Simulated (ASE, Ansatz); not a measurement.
## Convergence of a linear-scaling basis for twisted Ti2CO2 MXene alternating trilayer, 9.43° (555 atoms)

Wanted: errors and times of a linear-scaling basis for twisted Ti2CO2 MXene alternating trilayer, 9.43° (555 atoms). A setting counts as converged where the r.m.s. difference of forces stays under 1 % of the r.m.s. force.

Calculated with Ansatz 0.2.0; Kohn-Sham DFT, r2SCAN+D4, PAW (set soft_2), plane waves.

### 1. The structure

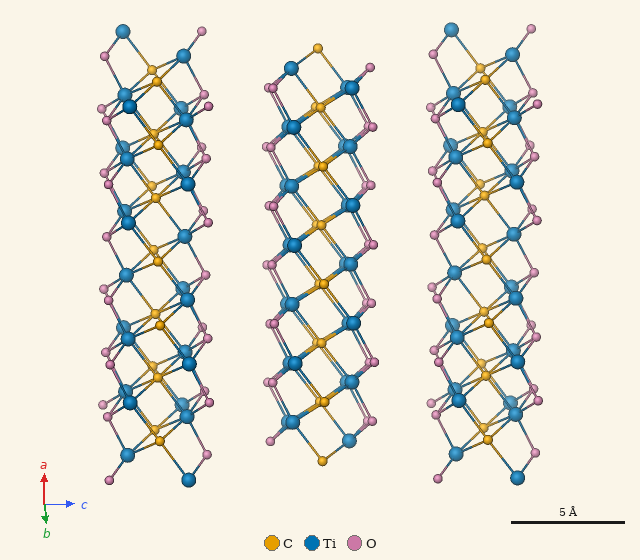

The cell as given, in part (carbon orange, titanium blue, oxygen pink). Drawn is a slice 6 Å thick, seen along the normal of the ac plane.

The cell holds 555 atoms: 111 C, 222 Ti and 222 O. Its edges and angles: a = 18.431 Å, b = 18.431 Å, c = 31.110 Å, α = 90.0°, β = 90.0°, γ = 120.0°. It derives from Ti2CO2 (Ti2CO2 MXene). Ti2CO2 MXene (a = 3.03 Å) under Ti2CO2 MXene (a = 3.03 Å), alternating trilayer, commensurate cell of 37 unit cells a layer, twist 9.43 deg; facing planes 2.9, 2.89 Å apart; 12 Å of vacuum; layers as built, displaced by a Gaussian of 0.01 Å. Regions: layer 1, 185 atoms (37 C, 74 Ti and 74 O); layer 2, 185 atoms (37 C, 74 Ti and 74 O); layer 3, 185 atoms (37 C, 74 Ti and 74 O). Vacuum lies along c.

Before any run, some limits are plain. Beside vacuum, support functions can miss their usual error bounds without a warning. The main run has no spin polarisation, so moments on Ti can't form in it, and no Hubbard term. Only the Γ point is sampled, in a cell whose shortest periodic width is 16 Å.

### 2. Plane-wave single point

This run is the reference for what follows, at a cutoff of 500 eV.

Contents of input.yaml:

```yaml
crystal:
  lattice:
    - [18.4308, 0.0, 0.0]
    - [-9.2154, 15.96154, 0.0]
    - [0.0, 0.0, 31.11]
  atoms:
    - { symbol: C, position: [0.02632, 0.72937, 0.2643] }
    - { symbol: Ti, position: [0.11737, 0.8287, 0.30633] }
    - { symbol: Ti, position: [0.12696, 0.73839, 0.22285] }
    - { symbol: O, position: [0.12681, 0.74025, 0.33614] }
    - { symbol: O, position: [0.11647, 0.82881, 0.19279] }
    - { symbol: C, position: [0.10696, 0.91806, 0.26448] }
    - { symbol: Ti, position: [0.19872, 0.01893, 0.30643] }
    - { symbol: Ti, position: [0.20689, 0.92776, 0.22217] }
    - { symbol: O, position: [0.20689, 0.92833, 0.335] }
    - { symbol: O, position: [0.19946, 0.01926, 0.19281] }
    - { symbol: C, position: [0.05436, 0.45991, 0.26395] }
    - { symbol: Ti, position: [0.1429, 0.55817, 0.30686] }
    - { symbol: Ti, position: [0.15285, 0.46865, 0.22194] }
    - { symbol: O, position: [0.15241, 0.46825, 0.33525] }
    - { symbol: O, position: [0.14405, 0.55937, 0.19297] }
    - { symbol: C, position: [0.13541, 0.64803, 0.26466] }
    - { symbol: Ti, position: [0.22492, 0.74818, 0.30637] }
    - { symbol: Ti, position: [0.23382, 0.65681, 0.2218] }
    - { symbol: O, position: [0.23378, 0.65742, 0.33539] }
    - { symbol: O, position: [0.22539, 0.74817, 0.19289] }
    - { symbol: C, position: [0.21635, 0.83757, 0.26452] }
    - { symbol: Ti, position: [0.30644, 0.93746, 0.30659] }
    - { symbol: Ti, position: [0.31507, 0.84549, 0.22232] }
    - { symbol: O, position: [0.31538, 0.84693, 0.33554] }
    - { symbol: O, position: [0.3076, 0.93729, 0.19287] }
    - { symbol: C, position: [0.99971, 0.00012, 0.26456] }
    - { symbol: Ti, position: [0.09074, 0.09901, 0.30657] }
    - { symbol: Ti, position: [0.09922, 0.00901, 0.22228] }
    - { symbol: O, position: [0.10025, 0.00965, 0.33583] }
    - { symbol: O, position: [0.09121, 0.10014, 0.1925] }
    - { symbol: C, position: [0.08155, 0.18902, 0.26408] }
    - { symbol: Ti, position: [0.17114, 0.28838, 0.30639] }
    [... 517 atom lines left out ...]
    - { symbol: O, position: [0.98106, 0.18023, 0.66473] }
    - { symbol: C, position: [0.97334, 0.27003, 0.73603] }
    - { symbol: Ti, position: [0.06315, 0.37054, 0.77774] }
    - { symbol: Ti, position: [0.0726, 0.27929, 0.69375] }
    - { symbol: O, position: [0.07242, 0.27863, 0.80748] }
    - { symbol: O, position: [0.06289, 0.36973, 0.66418] }
kpoints:
  mp_grid: { grid: [1, 1, 1] }
hamiltonian:
  xc: r2scan
  dispersion: d4
scf:
  occupations: { method: gaussian, width: 0.025 }
output:
  forces: true
  populations: true
  dos:
    method: { smearing: { sigma: 0.15 } }
    de: 0.1
    projected: { site_lists: { C: [C], O: [O], Ti: [Ti] } }
  eigenvalues: true
```

Started as:

```sh
$ ansatz run input.yaml --threads 32 --pin off --max-ram 92160MiB --backend cuda --events-out ev --progress --plain --runs-dir out --max-vram 78GiB
```

The log of the run:

```text
Engine: ansatz 0.2.0, aarch64-unknown-linux-gnu
Pseudopotentials: kind: paw
Pseudopotential: C, paw, valence charge 4, recommended cutoff 500 eV (meta_gga), C.paw.azcp
Pseudopotential: Ti, paw, valence charge 12, recommended cutoff 500 eV (meta_gga), Ti.paw.azcp
Pseudopotential: O, paw, valence charge 6, recommended cutoff 500 eV (meta_gga), O.paw.azcp
[... 6 lines on functional and potentials left out ...]
device memory: the entry about to start is reckoned to put 68.2 GiB on a device that reports 144.9 GiB free (of which the cap on the GPU budget leaves the run 78.0 GiB)
GPU FFT provider: cuFFT
GPU libraries: cuBLAS 13.8.1, cuFFT 12.4.0, cuSOLVER 12.3.2
GPU matrix products: emulated (plane waves: as basis.precision tells), large ones in fixed point in workspaces of 1.00 GiB
Crystal: 555 atoms, lattice volume = 9152.063 Å³
Basis set: ecut = 500 eV, 232283 PW (Γ), exchange–correlation on 540×540×960 points (64 copies of the dense FFT grid, shifted against one another)
Bands: 2775, of which v1, the nominal top of the filled ones, is band 2220 counted from 1 (2219 counted from 0)
Symmetry: 1 space group operations
Space group: P1 (ITA 1), of the structure as read, at distance tolerance 2.1e-4 Å
k-points: 1
[... 10 lines on functional and potentials left out ...]
Initial density: superposition of atomic densities (neutral atoms: chi_scale 0, normalization atom), corrected by the library's trained network
Initial wavefunctions: pseudopotential atomic-orbital guess
GPU buffer pool allocated for 4374000 grid points (all kernels)
GPU transforms: local potential: pruned to the plane-wave sphere, on 135×135×225; band sums: pruned to the plane-wave sphere, on 135×135×240
Functional: x = r2scan, c = r2scan; τ floored in thin density (d = 2e-4 eV/Å³)
SCF iter   1: F=—  HF=-710835.033419 eV  |F-HF|=—  |Δ(HF+E_count)|=         —  Δρ=2.37e-2  dr2=6.81e1  dr2_τ=4.00e1  ethr=1.77e-3  ⟨swp⟩=6.0  Hψ=11242  notcnv=0  defer=395
preconditioner: auto → Resta (q_TF=auto, 2.418 Å⁻¹)  ε∞=5.3  [insulator: Δε(μ)=0.697 eV  Ē_g=9.640 eV  σ=0.025 eV  W_gap=1.00  n_scr=2164 (ndim 8)  ℏωp=20.0 eV  f_vac=0.357  D(μ)=0.00/eV (n_scr^D=0)  ε∞_Penn≈5.3  vacuum switching on, ρ_ref=6.7e-3 e/Å³]
SCF iter   2: F=—  HF=-710842.256055 eV  |F-HF|=—  |Δ(HF+E_count)|=    7.22e0  Δρ=1.29e-2  dr2=1.10e1  dr2_τ=3.83e0  ethr=1.53e-3  ⟨swp⟩=3.0  Hψ=5453  notcnv=0  defer=513
SCF iter   3: F=—  HF=-710840.926656 eV  |F-HF|=—  |Δ(HF+E_count)|=    1.33e0  Δρ=3.98e-3  dr2=1.90e0  dr2_τ=6.40e-2  ethr=2.47e-4  ⟨swp⟩=2.0  Hψ=3636  notcnv=0  defer=513
SCF iter   4: F=—  HF=-710841.142306 eV  |F-HF|=—  |Δ(HF+E_count)|=   2.16e-1  Δρ=2.80e-3  dr2=1.01e0  dr2_τ=8.35e-2  ethr=4.28e-5  ⟨swp⟩=3.0  Hψ=4677  notcnv=0  defer=513
SCF iter   5: F=—  HF=-710840.995313 eV  |F-HF|=—  |Δ(HF+E_count)|=   1.47e-1  Δρ=1.06e-3  dr2=1.44e-1  dr2_τ=7.10e-3  ethr=2.27e-5  ⟨swp⟩=3.0  Hψ=4565  notcnv=0  defer=513
SCF iter   6: F=—  HF=-710841.012763 eV  |F-HF|=—  |Δ(HF+E_count)|=   1.75e-2  Δρ=3.52e-4  dr2=2.38e-2  dr2_τ=9.87e-4  ethr=3.24e-6  ⟨swp⟩=2.0  Hψ=3303  notcnv=0  defer=513
SCF iter   7: F=—  HF=-710841.047186 eV  |F-HF|=—  |Δ(HF+E_count)|=   3.44e-2  Δρ=3.21e-4  dr2=1.54e-2  dr2_τ=9.39e-4  ethr=5.37e-7  ⟨swp⟩=2.0  Hψ=3594  notcnv=0  defer=513
SCF iter   8: F=—  HF=-710840.995663 eV  |F-HF|=—  |Δ(HF+E_count)|=   5.15e-2  Δρ=1.13e-4  dr2=1.98e-3  dr2_τ=6.46e-5  ethr=3.47e-7  ⟨swp⟩=2.0  Hψ=3276  notcnv=0  defer=513
SCF iter   9: F=—  HF=-710840.996010 eV  |F-HF|=—  |Δ(HF+E_count)|=   3.47e-4  Δρ=6.54e-5  dr2=7.56e-4  dr2_τ=3.95e-5  ethr=4.46e-8  ⟨swp⟩=3.0  Hψ=3795  notcnv=0  defer=513
SCF iter  10: F=—  HF=-710840.996075 eV  |F-HF|=—  |Δ(HF+E_count)|=   6.51e-5  Δρ=1.67e-5  dr2=5.32e-5  dr2_τ=1.85e-6  ethr=1.70e-8  ⟨swp⟩=2.0  Hψ=3260  notcnv=0  defer=513
SCF iter  11: F=—  HF=-710841.026794 eV  |F-HF|=—  |Δ(HF+E_count)|=   3.07e-2  Δρ=1.48e-5  dr2=2.88e-5  dr2_τ=2.05e-6  ethr=1.20e-9  ⟨swp⟩=4.0  Hψ=6167  notcnv=0  defer=513
SCF iter  12: F=—  HF=-710841.026793 eV  |F-HF|=—  |Δ(HF+E_count)|=   1.20e-6  Δρ=5.96e-6  dr2=3.99e-6  dr2_τ=3.10e-7  ethr=6.50e-10  ⟨swp⟩=2.0  Hψ=3527  notcnv=0  defer=513
SCF iter  13: F=—  HF=-710841.026794 eV  |F-HF|=—  |Δ(HF+E_count)|=   7.71e-7  Δρ=2.45e-6  dr2=1.09e-6  dr2_τ=6.17e-8  ethr=8.99e-11  ⟨swp⟩=3.0  Hψ=3387  notcnv=0  defer=513
SCF iter  14: F=—  HF=-710841.026794 eV  |F-HF|=—  |Δ(HF+E_count)|=   1.35e-7  Δρ=1.61e-6  dr2=6.66e-7  dr2_τ=2.71e-8  ethr=2.45e-11  ⟨swp⟩=3.0  Hψ=3769  notcnv=0  defer=513
SCF iter  15: F=-710841.026794 eV  HF=-710841.026794 eV  |F-HF|=1.86e-9  |Δ(HF+E_count)|=   2.42e-8  Δρ=5.17e-7  dr2=4.62e-8  dr2_τ=1.80e-9  ethr=2.25e-12  ⟨swp⟩=13.0  Hψ=14922  notcnv=0
SCF 1 converged in 15 iterations: F = -710841.026794 eV  dr2 = 4.62e-8
  greatest PAW one-centre occupation: 1.000 electrons in one spin orbital (limit 2), on the Ti atom at site 467 (counted from 0), in its partial waves of l = 1
SCF converged after 15 iterations
Free energy (F): -710841.026794 eV
Harris-Foulkes:  -710841.026794 eV  (|F-HF|=1.86e-9)
Internal energy: -710841.026794 eV  (E = F + TS)
E sigma→0 (E₀):  -710841.026794 eV
Fermi energy:    5.727277 eV
--- Per-component energies (eV) ---
  E_band       = -68877.682512
  E_kinetic    = 109503.877024
  E_local      = -3347474.704277  (includes V_loc(G=0)·N_el)
  E_nonlocal   = 14104.690283
  E_hartree    = 1629894.852310
  E_xc         = -42525.670818
  E_vxc        = -60698.788654  (∫ρ·V_xc dr)
  E_paw        = -280756.127800  (= ΣΔE_a)
  E_vpaw       = -48056.515480  (= ΣTr[D̂ρ^β])
  E_aug_tail   = 0.266922  (compensation charges beyond the density's cutoff)
  E_vtau       = 3953.607539  (kinetic-family band-sum trace: ∫τ·v_τ [+ j·A + Jᵃ·Aᵃ] dr)
  E_ewald      = 1206517.732231
  E_disp       = -39.834414  (pairwise vdW)
  E_core_change = -66.108255  (= ΣΔE_core)
  E_smearing   = -0.000000  (= −TS)
  E_closure    = -0.000000  (closes the sum)
  Σ components = -710841.026794   (vs F -710841.026794, Δ=0.00e0)
--- Forces (eV/Å), atoms counted from 1 ---
[... 555 lines of forces left out ...]
  max |Σ_I F_I| component: 1.10e-4 eV/Å
--- Band table (eV) ---
[... left out ...]
--- Löwdin populations: 555 sites ---
  site symbol       q [e]
[... 555 lines, one an atom, left out ...]
  spilling = 0.003625 (of n_electrons = 4440.000000)
```

Elapsed: 40 s, on 1 × NVIDIA GB200 with 32 threads of Arm Neoverse V2, shared host; peak memory 8 GiB; 2.1 min of CPU time.

The column dr2 measures how far the density is from self-consistency, as an energy; F and HF (Harris–Foulkes) agree once it is small.

That memory is the host's; the program planned up to 68.2 GiB on the GPU. Forces of this run were stored rounded, and per-atom blocks of the log weren't kept.

The run gave:

* free energy: -710841.0268 eV
* free energy per atom: -1280.7946 eV/atom
* SCF cycles: 15
* r.m.s. force component: 0.2271 eV/Å
* longest force: 0.824 eV/Å
* Fermi energy: 5.727 eV
* gap (highest filled to lowest empty level): 0.5739 eV
* spilling of the projection: 0.003625

Length of the force by element:

| element | coordination | atoms | mean length of the force (eV/Å) | spread | least | most |
| --- | --- | --- | --- | --- | --- | --- |
| C | all | 111 | 0.272 | 0.111 | 0.0442 | 0.611 |
| O | all | 222 | 0.421 | 0.143 | 0.0824 | 0.773 |
| Ti | all | 222 | 0.357 | 0.137 | 0.0949 | 0.824 |

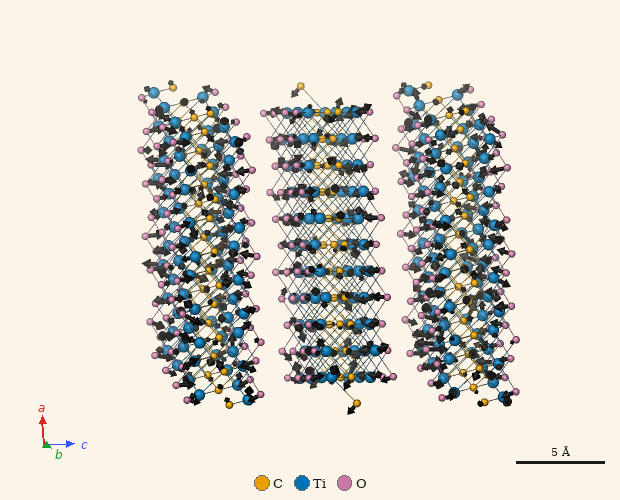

Forces as arrows; the longest in the cell is 0.824 eV/Å. Some periodic images of atoms are drawn too.

Löwdin charges by element (they lack the spilled electrons, 0.029 e an atom on average):

| element | coordination | atoms | mean charge (e) | spread | least | most |
| --- | --- | --- | --- | --- | --- | --- |
| C | all | 111 | -0.964 | 0.0023 | -0.969 | -0.957 |
| O | all | 222 | -0.651 | 0.0044 | -0.666 | -0.640 |
| Ti | all | 222 | 1.21 | 0.0044 | 1.20 | 1.22 |

By region:

| region | atoms | mean length of the force (eV/Å) |
| --- | --- | --- |
| layer 1 | 185 | 0.361 |
| layer 2 | 185 | 0.353 |
| layer 3 | 185 | 0.383 |

Density of states as counts of states in windows of 1 eV (from the Fermi level), total and some projections:

| from (eV) | to (eV) | total | O p | C p |
| --- | --- | --- | --- | --- |
| -10 | -8 | 0.0 | 0.0 | 0.0 |
| -8 | -7 | 0.1 | 0.0 | 0.0 |
| -7 | -6 | 265.3 | 152.0 | 27.6 |
| -6 | -5 | 617.9 | 394.8 | 51.3 |
| -5 | -4 | 452.9 | 324.0 | 26.0 |
| -4 | -3 | 225.0 | 76.0 | 73.1 |
| -3 | -2 | 278.7 | 71.9 | 122.7 |
| -2 | -1 | 146.0 | 36.2 | 63.2 |
| -1 | 0 | 12.3 | 3.6 | 6.5 |
| 0 | 1 | 218.7 | 29.6 | 6.5 |
| 1 | 2 | 501.1 | 28.8 | 14.9 |

Between -26 and -10 eV lie 666 more states.

About 1776 of the 4440 electrons lie in deeper levels, below the stored range.

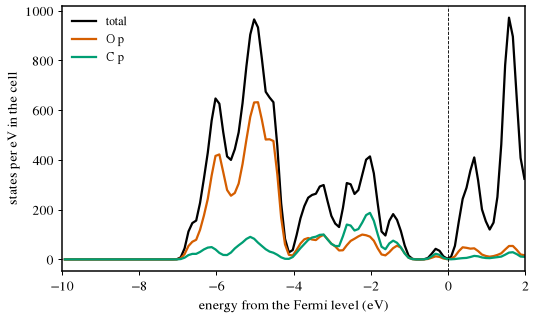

Total and projected density of states, with the broadening of the input.

Not all projections were asked for or kept, so they needn't add up to the total.

The levels nearest the highest filled one (over half full), pooled over k-points and spins:

| level less the highest filled one (eV) | occupation |
| --- | --- |
| -0.0209 | 2 |
| -0.011 | 2 |
| -0.01 | 2 |
| -0.0039 | 2 |
| -0.0031 | 2 |
| 0 | 2 |
| 0.574 | 0 |
| 0.583 | 0 |
| 0.594 | 0 |
| 0.599 | 0 |
| 0.605 | 0 |
| 0.614 | 0 |

Mean Löwdin charges: C -0.96, O -0.65, Ti +1.21 e (they miss 0.36 % of the electrons, so they add up to more than the cell's charge).

(Part 1 of 2 ends here.)

[Logs are printed without paths, hosts, clocks, repeated set-up lines and the standing remarks that a program may print on its own settings, such as how far it seeks lower states.]

[Hosts, paths, dates, database ids (printed as entryN), source tags and the programs' standing remarks are cut or masked in the printed files.]
